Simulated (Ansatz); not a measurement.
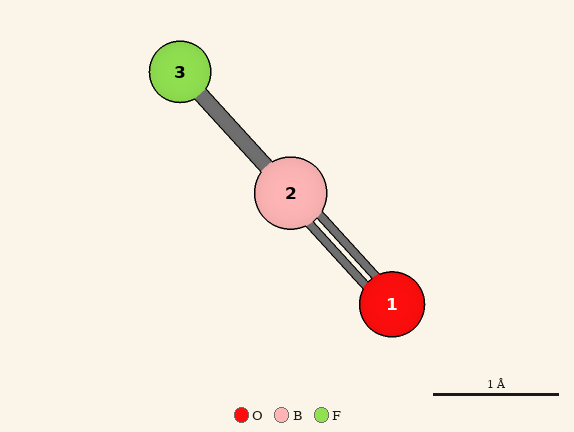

Source: calculation with Ansatz.

Geometry: moved along internal coordinates away from the minimum.

**What is the geometry at B2?**

B2 has 2 neighbours (O1 at 1.21, F3 at 1.32 Å); the arrangement is linear.
